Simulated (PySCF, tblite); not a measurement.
# C₄H₁₃N₂PSi₂: geometry, infrared bands and NMR shifts

Wanted: the infrared bands and NMR shifts of C₄H₁₃N₂PSi₂ (`CC#C[Si@](N)(P)[SiH2]NC`), by calculation.

Programs: tblite 0.8.0 and PySCF 2.14.0, with density-fitted response routines of our own. Each step states its level of theory. These are calculated values for one molecule in the gas phase, unless marked as measured. Atoms count from 0, in the outputs and in this text.

## Step 1: The starting structure

22 atoms, charge 0, multiplicity 1; geometry from: force field or distance geometry start.

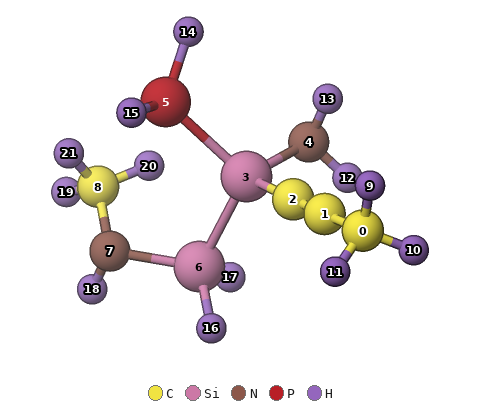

As it starts; carbon yellow, silicon pink, nitrogen brown, phosphorus red, hydrogen purple, atoms numbered.

## Step 2: Optimising the geometry with GFN2-xTB

Job settings and geometry (Å):

```
{"job": {"kind": "relax", "xc": "GFN2-xTB", "basis": "xTB"}, "charge": 0, "multiplicity": 1}
C     -4.351900     0.498800    -0.831200
C     -2.958800     0.347700    -0.403200
C     -1.797300     0.221400    -0.024500
Si    -0.107200     0.083400     0.523300
N     -0.175200    -0.754100     2.139200
P      0.917400     2.010000     0.709200
Si     1.107600    -1.202700    -0.822100
N      2.604700    -0.328900    -1.312300
C      3.320500     0.202100    -0.163400
H     -4.832100     1.391600    -0.384600
H     -4.926400    -0.394000    -0.520600
H     -4.359400     0.545300    -1.931500
H     -0.679300    -1.667600     2.041700
H     -0.721400    -0.090300     2.739800
H      0.784400     2.601200     2.034900
H      0.550400     2.939900    -0.327400
H      0.321300    -1.636900    -1.975300
H      1.549300    -2.426100    -0.093300
H      3.250800    -1.039000    -1.753600
H      4.388600    -0.112400    -0.134300
H      2.781500    -0.159400     0.739000
H      3.322100     1.312000    -0.250900
```

Command:

```sh
OMP_NUM_THREADS=1 python probes_run.py task.json out
```

This one command runs all jobs of the session in turn.

What it wrote:

```text
step      E/eV     max force
  0    -731.96224    4.278
  1    -732.22438    8.122
  2    -732.52979    2.841
  3    -732.71951    1.200
  4    -732.88328    0.983
  5    -733.11489    1.747
  6    -733.19489    1.019
  7    -733.25932    0.597
  8    -733.29634    0.760
  9    -733.37177    1.060
 10    -733.42873    0.728
 11    -733.48244    0.639
 12    -733.52660    0.659
 13    -733.56356    0.793
 14    -733.59307    0.478
 15    -733.61569    0.295
 16    -733.63298    0.275
 17    -733.64601    0.287
 18    -733.65623    0.210
 19    -733.66626    0.250
 20    -733.67506    0.455
 21    -733.68430    0.305
 22    -733.69150    0.174
 23    -733.69768    0.145
 24    -733.69997    0.136
 25    -733.70323    0.116
 26    -733.70509    0.092
 27    -733.70689    0.118
 28    -733.70856    0.109
 29    -733.71068    0.122
 30    -733.71311    0.114
 31    -733.71557    0.116
 32    -733.71764    0.100
 33    -733.71948    0.094
 34    -733.72143    0.097
 35    -733.72369    0.102
 36    -733.72595    0.102
 37    -733.72777    0.093
 38    -733.72930    0.091
 39    -733.73089    0.098
 40    -733.73242    0.101
 41    -733.73375    0.086
 42    -733.73488    0.089
 43    -733.73593    0.093
 44    -733.73714    0.080
 45    -733.73862    0.089
 46    -733.74030    0.095
 47    -733.74193    0.106
 48    -733.74339    0.092
 49    -733.74494    0.100
 50    -733.74691    0.129
 51    -733.74920    0.131
 52    -733.75120    0.124
 53    -733.75311    0.109
 54    -733.75480    0.121
 55    -733.75767    0.154
 56    -733.76041    0.136
 57    -733.76280    0.107
 58    -733.76398    0.069
 59    -733.76494    0.102
 60    -733.76602    0.101
 61    -733.76855    0.096
 62    -733.77006    0.110
 63    -733.77145    0.132
 64    -733.77268    0.104
 65    -733.77420    0.097
 66    -733.77589    0.084
 67    -733.77773    0.139
 68    -733.77939    0.094
 69    -733.78121    0.109
 70    -733.78290    0.118
 71    -733.78479    0.121
 72    -733.78677    0.150
 73    -733.78926    0.130
 74    -733.79153    0.108
 75    -733.79295    0.108
 76    -733.79347    0.094
 77    -733.79445    0.081
 78    -733.79517    0.070
 79    -733.79599    0.056
 80    -733.79655    0.053
 81    -733.79713    0.057
 82    -733.79758    0.064
 83    -733.79826    0.060
 84    -733.79906    0.073
 85    -733.79996    0.077
 86    -733.80088    0.070
 87    -733.80177    0.104
 88    -733.80274    0.110
 89    -733.80375    0.084
 90    -733.80458    0.055
 91    -733.80509    0.063
 92    -733.80548    0.045
 93    -733.80593    0.044
 94    -733.80673    0.044
 95    -733.80745    0.054
 96    -733.80804    0.067
 97    -733.80849    0.053
 98    -733.80901    0.061
 99    -733.80944    0.054
100    -733.80977    0.034
101    -733.80997    0.039
102    -733.81037    0.048
103    -733.81097    0.075
104    -733.81168    0.118
105    -733.81227    0.132
106    -733.81275    0.054
107    -733.81317    0.048
108    -733.81345    0.055
109    -733.81375    0.038
110    -733.81397    0.037
111    -733.81426    0.052
112    -733.81475    0.071
113    -733.81536    0.072
114    -733.81581    0.040
115    -733.81604    0.031
116    -733.81622    0.034
117    -733.81645    0.045
118    -733.81669    0.046
119    -733.81687    0.029
120    -733.81696    0.021
121    -733.81703    0.022
122    -733.81710    0.017
123    -733.81716    0.018
124    -733.81720    0.015
125    -733.81723    0.019
126    -733.81726    0.017
127    -733.81729    0.012
128    -733.81731    0.010
129    -733.81733    0.011
130    -733.81734    0.009
```

Run time: 2.8 s. Hardware: 1 thread of Arm Neoverse N1, shared host; peak memory 0.18 GiB.

Relaxation path: (not every step is listed)

```tsv
step	energy from step 0 (eV)	largest force (eV/Å)
0	0.0000	4.2780
1	-0.2621	8.1224
2	-0.5676	2.8412
3	-0.7573	1.2001
4	-0.9210	0.9828
5	-1.1526	1.7474
6	-1.2327	1.0190
7	-1.2971	0.5973
8	-1.3341	0.7603
19	-1.7040	0.2505
30	-1.7509	0.1137
41	-1.7715	0.0862
52	-1.7890	0.1239
63	-1.8092	0.1323
74	-1.8293	0.1078
85	-1.8377	0.0774
96	-1.8458	0.0667
107	-1.8509	0.0477
118	-1.8545	0.0458
125	-1.8550	0.0189
126	-1.8550	0.0175
127	-1.8551	0.0121
128	-1.8551	0.0102
129	-1.8551	0.0108
130	-1.8551	0.0095
```

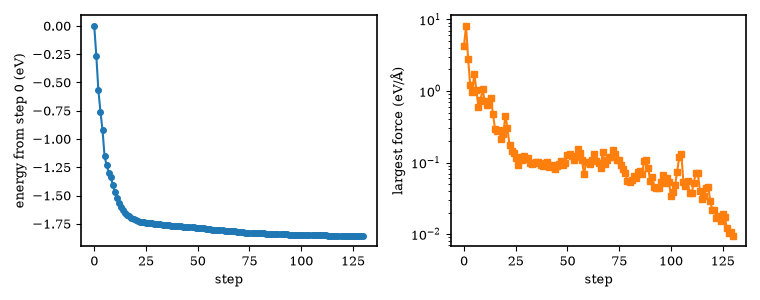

Energy and force, step by step.

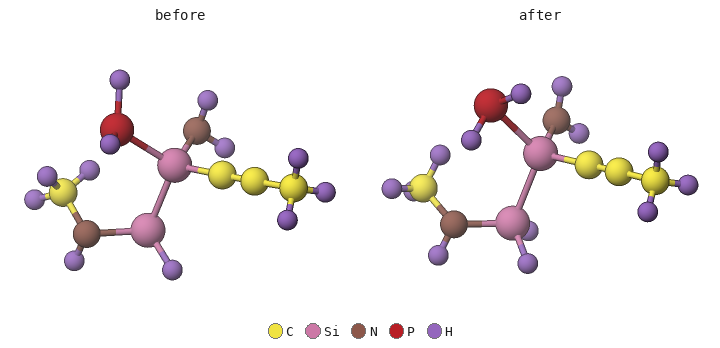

Before and after, at one scale.

Close pairs (by a distance rule), those that changed most:

```tsv
bond	before (Å)	after (Å)	change (Å)
Si3–Si6	2.223	2.315	+0.092
Si3–N4	1.821	1.733	-0.088
C2–Si3	1.782	1.865	+0.083
Si6–N7	1.801	1.720	-0.082
Si3–P5	2.190	2.270	+0.080
P5–H14	1.458	1.382	-0.075
P5–H15	1.440	1.382	-0.058
N7–H18	1.057	1.009	-0.047
```

The end geometry stands in the next job.

## Step 3: Infrared spectrum with GFN2-xTB

Job settings and geometry (Å):

```
{"job": {"kind": "ir", "xc": "GFN2-xTB", "basis": "xTB"}, "charge": 0, "multiplicity": 1}
C     -4.318165     0.562675    -0.859834
C     -2.979055     0.377704    -0.345091
C     -1.861947     0.205440     0.077799
Si    -0.115383     0.026416     0.708259
N     -0.021636    -0.745947     2.257124
P      0.635892     2.109543     1.205590
Si     1.096749    -1.234492    -0.808090
N      2.543586    -0.391667    -1.200595
C      3.450663     0.155385    -0.219567
H     -4.754674     1.474518    -0.452270
H     -4.944832    -0.284558    -0.581905
H     -4.288897     0.639955    -1.946621
H     -0.300760    -1.709346     2.342101
H     -0.287921    -0.236132     3.084871
H     -0.610631     2.704919     1.152659
H      0.900293     2.430355    -0.112384
H      0.463185    -1.399641    -2.120101
H      1.293774    -2.602693    -0.278959
H      3.034294    -0.673875    -2.036284
H      4.158954    -0.588718     0.162399
H      2.876646     0.541255     0.623411
H      4.019453     0.980926    -0.653362
```

What it wrote:

```text
mode    cm-1     km/mol
  1     -25.9      0.00
  2       9.3      0.58
  3      46.7      0.24
  4      63.7      1.07
  5      78.7      0.23
  6     101.4      5.07
  7     120.6      4.54
  8     146.2      1.16
  9     150.5      1.42
 10     160.9      3.07
 11     166.8      0.54
 12     211.3     10.16
 13     229.1     21.21
 14     243.0     40.39
 15     310.0      5.19
 16     321.7     16.80
 17     328.7      7.15
 18     359.4     10.93
 19     438.1     12.51
 20     494.6     97.75
 21     502.2     56.95
 22     516.0    105.70
 23     551.2    161.75
 24     587.2     28.94
 25     684.4    124.21
 26     695.1     94.73
 27     702.6     88.35
 28     799.6    244.18
 29     812.7    129.07
 30     824.3    184.41
 31     868.1    107.87
 32    1014.8      5.57
 33    1016.1      4.10
 34    1062.5     20.03
 35    1086.1      0.93
 36    1109.6      3.75
 37    1159.6     42.86
 38    1162.2     31.18
 39    1359.1     44.23
 40    1382.3      0.95
 41    1425.1      0.66
 42    1451.1      6.05
 43    1451.8      6.05
 44    1481.1      1.98
 45    1502.5      1.05
 46    1519.2     48.41
 47    2090.1    406.10
 48    2219.6    302.10
 49    2301.0    320.12
 50    2306.0     33.27
 51    2394.0    166.12
 52    2905.6     75.62
 53    2970.5     46.82
 54    2994.0     33.59
 55    3000.9     18.25
 56    3002.3     19.45
 57    3008.8     31.40
 58    3431.8      2.89
 59    3463.8      3.49
 60    3505.0      2.41
```

It took 2.4 s on 1 thread of Arm Neoverse N1, shared host; peak memory 0.18 GiB.

Which atoms move in the most intense modes:

```tsv
cm⁻¹	km/mol	atoms
551	161.8	Si3 51 %, C0 17 %
800	244.2	H12 27 %, H13 26 %
813	129.1	H17 30 %, H16 28 %, H12 13 %
824	184.4	Si6 27 %, H16 19 %, N7 17 %, H17 12 %
2090	406.1	H17 96 %
2220	302.1	H16 96 %
2301	320.1	C1 42 %, C2 36 %, H14 11 %
2394	166.1	H15 51 %, H14 46 %
```

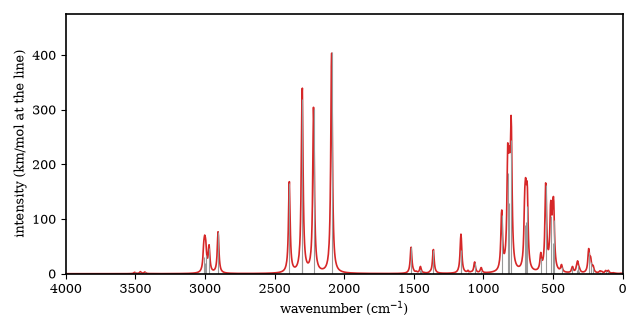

The infrared spectrum from these modes, unscaled. Lines are broadened to a width of 14 cm⁻¹ (Lorentzian).

## Step 4: Shielding tensors: PBE0/pcSseg-1

Same as in step 3 but for these lines:

```diff
@@ -1,2 +1,2 @@
-{"job": {"kind": "ir", "xc": "GFN2-xTB", "basis": "xTB"}, "charge": 0, "multiplicity": 1}
+{"job": {"kind": "nmr", "xc": "PBE0", "basis": "pcSseg-1"}, "charge": 0, "multiplicity": 1}
 C     -4.318165     0.562675    -0.859834
```

Method: GIAO PBE0/pcSseg-1 NMR shielding, non-relativistic, gas phase.

What it wrote:

```text
coarse grid: 19400 points
cycle   1  E = -1189.1801040532  dE =  8.169e-01  |g| = 6.338e-01  |ddm| = 4.489e+00
cycle   2  E = -1189.1311452612  dE =  4.896e-02  |g| = 7.934e-01  |ddm| = 1.608e+00
cycle   3  E = -1189.2717986389  dE = -1.407e-01  |g| = 1.216e-01  |ddm| = 9.447e-01
cycle   4  E = -1189.2745348778  dE = -2.736e-03  |g| = 6.149e-02  |ddm| = 1.528e-01
cycle   5  E = -1189.2753604765  dE = -8.256e-04  |g| = 2.439e-02  |ddm| = 6.082e-02
cycle   6  E = -1189.2755022891  dE = -1.418e-04  |g| = 4.037e-03  |ddm| = 2.706e-02
cycle   7  E = -1189.2755062126  dE = -3.924e-06  |g| = 1.109e-03  |ddm| = 6.706e-03
final grid: 172432 points
cycle   8  E = -1189.3228726932  dE = -3.417e-05  |g| = 9.053e-03  |ddm| = 4.175e-02
cycle   9  E = -1189.3228626483  dE =  1.004e-05  |g| = 1.135e-02  |ddm| = 2.106e-02
cycle  10  E = -1189.3228917558  dE = -2.911e-05  |g| = 1.280e-03  |ddm| = 1.119e-02
cycle  11  E = -1189.3228921075  dE = -3.517e-07  |g| = 4.103e-04  |ddm| = 1.720e-03
cycle  12  E = -1189.3228921380  dE = -3.047e-08  |g| = 2.153e-04  |ddm| = 4.780e-04
cycle  13  E = -1189.3228921495  dE = -1.150e-08  |g| = 2.892e-05  |ddm| = 1.863e-04
cycle  14  E = -1189.3228921497  dE = -1.955e-10  |g| = 7.862e-06  |ddm| = 4.292e-05
converged SCF energy = -1189.3228921497

GIAO shielding tensors (ppm)
atom      isotropic    diamagn.    paramagn.     s11        s22        s33       span
  0 C      180.884     252.611     -71.727    172.553    173.205    196.894     24.342
  1 C       74.724     276.740    -202.015     -9.649     -7.220    241.042    250.691
  2 C       94.037     266.180    -172.143      1.766      5.761    274.584    272.818
  3 Si     390.733     882.631    -491.897    357.172    370.505    444.523     87.351
  4 N      239.020     317.791     -78.772    213.868    239.824    263.368     49.500
  5 P      576.210     969.556    -393.345    518.696    590.014    619.920    101.224
  6 Si     392.044     881.676    -489.632    339.315    373.645    463.171    123.856
  7 N      261.601     321.742     -60.142    220.157    248.926    315.718     95.561
  8 C      151.180     243.674     -92.494    131.431    139.709    182.399     50.968
  9 H       29.710      27.431       2.279     24.467     28.199     36.463     11.996
 10 H       29.682      27.603       2.079     24.551     27.961     36.533     11.981
 11 H       29.658      30.033      -0.375     24.491     28.208     36.276     11.785
 12 H       31.292      32.018      -0.726     24.112     26.910     42.854     18.743
 13 H       30.977      31.290      -0.313     23.707     28.277     40.946     17.239
 14 H       30.038      32.385      -2.347     24.631     27.637     37.846     13.214
 15 H       29.981      32.987      -3.005     25.331     28.158     36.456     11.125
 16 H       26.882      31.836      -4.954     23.663     25.780     31.203      7.541
 17 H       26.695      30.612      -3.917     22.487     25.663     31.935      9.448
 18 H       32.142      31.027       1.115     21.576     30.552     44.300     22.723
 19 H       28.846      26.962       1.885     24.036     26.403     36.100     12.064
 20 H       29.232      30.286      -1.053     23.610     29.943     34.144     10.534
 21 H       28.826      27.764       1.062     24.924     25.973     35.581     10.657
```

Wall time 2.3 min (1 thread of Arm Neoverse N1, shared host); peak memory 1.1 GiB.

The references, computed at this level on geometries of the same kind, shield at (ppm): ¹H TMS 31.72, ¹³C TMS 186.9, ²⁹Si TMS 349.2, ¹⁵N NH3 267.7, ³¹P H3PO4 318.4. Their shielding less the atom's gives the shift. The references are single molecules in the gas phase, so shifts against H2O, NH3, PH3, H3PO4 or CFCl3 are not on the usual liquid scales and can be off by tens of ppm. Atoms listed in one row are averaged.

```tsv
atoms	environment	σ (ppm)	δ (ppm)	δ scaled to CDCl3
C1	alkyne carbon	74.7	112.2	107.6
C2	alkyne carbon	94.0	92.9	88.7
C8	methyl carbon bonded to N	151.2	35.7	33.0
C0	propargylic methyl carbon	180.9	6.0	4.0
H17	hydrogen on a silicon bonded to N, Si	26.69	5.02	–
H16	hydrogen on a silicon bonded to N, Si	26.88	4.84	–
H19, H20, H21	hydrogen on a methyl carbon bonded to N	28.97	2.75	2.70
H9, H10, H11	hydrogen on a propargylic methyl carbon	29.68	2.03	2.02
H14, H15	hydrogen on a phosphorus bonded to Si	30.01	1.71	–
H12, H13	hydrogen on a nitrogen bonded to Si	31.13	0.58	–
H18	hydrogen on a nitrogen bonded to C, Si	32.14	-0.43	–
Si3	silicon bonded to C, N, P, Si	390.7	-41.6	–
Si6	silicon bonded to N, Si, 2 H	392.0	-42.9	–
N4	nitrogen bonded to Si, 2 H	239.0	28.7	–
N7	nitrogen bonded to C, Si, H	261.6	6.1	–
P5	phosphorus bonded to Si, 2 H	576.2	-257.8	–
```

The scaled column applies a straight-line fit of computed shieldings to shifts measured in CDCl3 (root-mean-square error 0.16 ppm for H, 1.9 ppm for C).

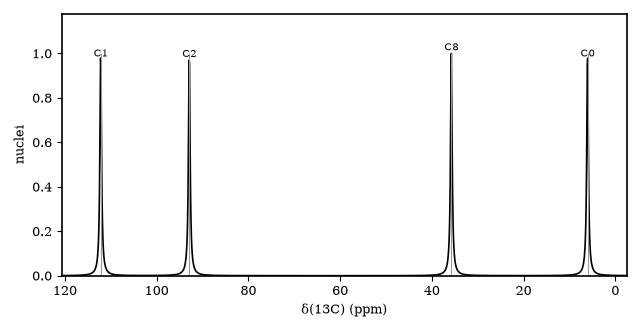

¹³C lines at the computed shifts, without couplings. Lines are broadened to a width of 0.42 ppm (Lorentzian).

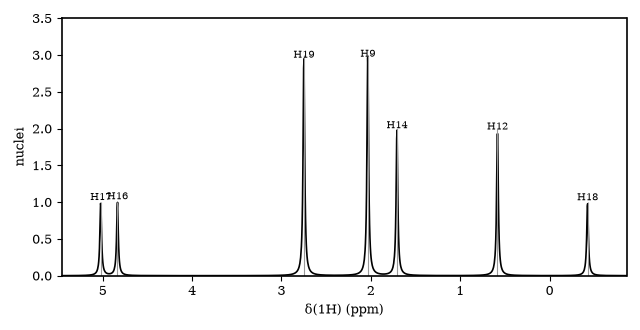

¹H lines at the computed shifts, without couplings. Lines are broadened to a width of 0.02 ppm (Lorentzian).

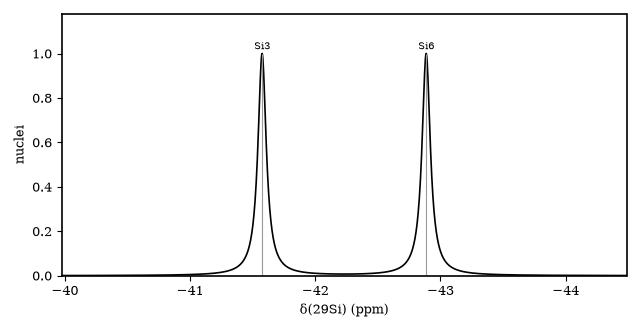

²⁹Si lines at the computed shifts, without couplings. Lines are broadened to a width of 0.08 ppm (Lorentzian).

Charges from the same density, by scheme (e):

```tsv
atoms	Mulliken	IAO	Hirshfeld	ESP fit
C0	-0.16	-0.44	-0.09	-0.55
C1	-0.21	-0.01	-0.03	0.38
C2	-0.37	-0.40	-0.20	-0.78
Si3	0.51	0.72	0.29	0.92
N4	-0.62	-0.83	-0.32	-1.11
P5	-0.24	-0.11	-0.02	-0.41
Si6	0.55	0.61	0.27	0.39
N7	-0.69	-0.67	-0.25	-0.79
C8	-0.11	-0.29	-0.07	0.15
```

IAO charges:

C0 -0.44; C1 -0.01; C2 -0.40; Si3 0.72; N4 -0.83; P5 -0.11; Si6 0.61; N7 -0.67; C8 -0.29; H9 0.17; H10 0.17; H11 0.17; H12 0.26; H13 0.26; H14 0.01; H15 0.00; H16 -0.12; H17 -0.16; H18 0.26; H19 0.12; H20 0.14; H21 0.14

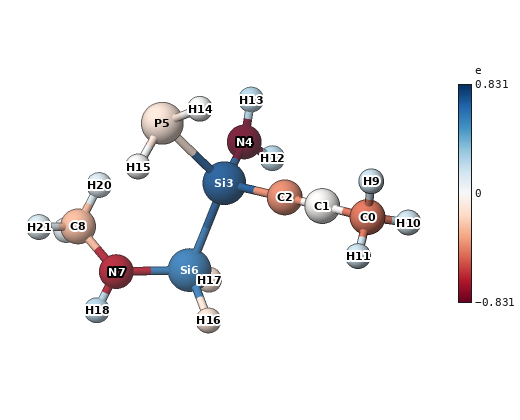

IAO charges, as colours on the atoms.

Mayer bond orders: C0–C1 1.17, C1–C2 2.63, C2–Si3 0.88, Si3–N4 1.05, Si3–P5 1.00, Si3–Si6 0.88, Si6–N7 1.01, N7–C8 0.97.

The fields below are evaluated on a grid from the run's orbitals.

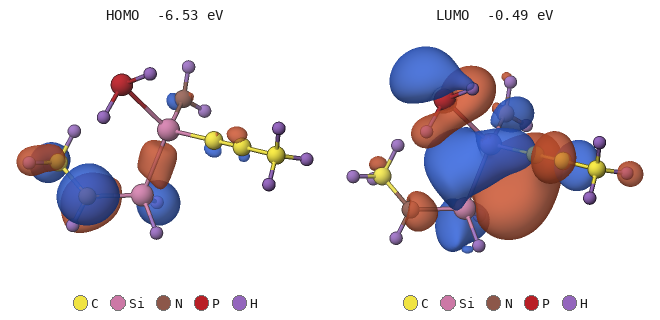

Frontier orbitals at PBE0/pcSseg-1; each surface holds 70 % of the orbital's density, blue and red mark the sign.

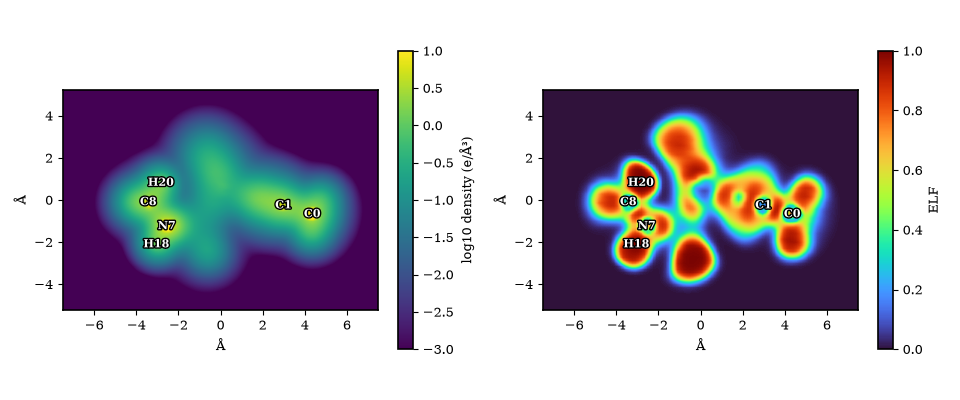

Density (left) and ELF (right) in a plane through or near 6 of the atoms.

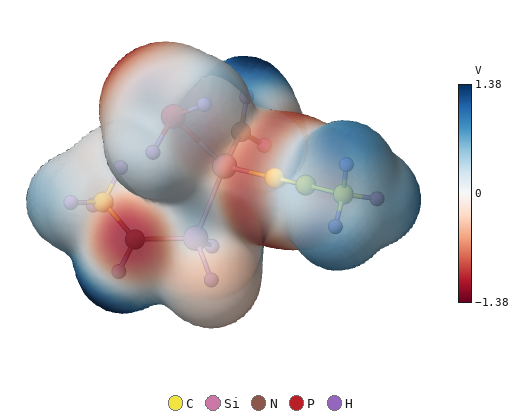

Electrostatic potential on the surface of density 0.002 e/bohr³; red is low, blue high. It runs from -1.18 V near N4 to 1.38 V near H12.

## Step 5: What came out

| quantity | value |
| --- | --- |
| strongest single infrared mode (GFN2-xTB) | 2090 cm⁻¹, 406 km/mol |
| zero-point energy (GFN2-xTB) | 100.5 kcal/mol |
| ¹³C shifts against TMS (PBE0/pcSseg-1) | 112.2, 92.9, 35.7, 6.0 ppm |
| ¹H shifts against TMS (PBE0/pcSseg-1, means over atoms taken as alike) | 5.02, 4.84, 2.75, 2.03, 1.71, 0.58, -0.43 ppm |
| ²⁹Si shifts against TMS (PBE0/pcSseg-1) | -41.6, -42.9 ppm |
| ¹⁵N shifts against NH3 (PBE0/pcSseg-1) | 28.7, 6.1 ppm |
| ³¹P shifts against H3PO4 (PBE0/pcSseg-1) | -257.8 ppm |
| surface potential, least and greatest | -1.18 V and 1.38 V |

**Reading.** Over 130 steps the energy fell by 1.855 eV; of the close pairs, Si3–Si6 changed most, 2.223 to 2.315 Å. The lowest mode is imaginary (26i cm⁻¹), so the xTB geometry is not a minimum. The strongest single mode, at 2090 cm⁻¹, moves mainly H17. Unscaled tight-binding wavenumbers are off by several per cent, some by more. Its intensities can rank the bands wrongly. At PBE0/pcSseg-1: The largest span, 273 ppm, is at C2, where the paramagnetic term is -172 ppm. By nearest atom (PBE0/pcSseg-1), the HOMO sits on N7 51 %; H17 11 % and the LUMO on Si3 21 %; P5 13 %.
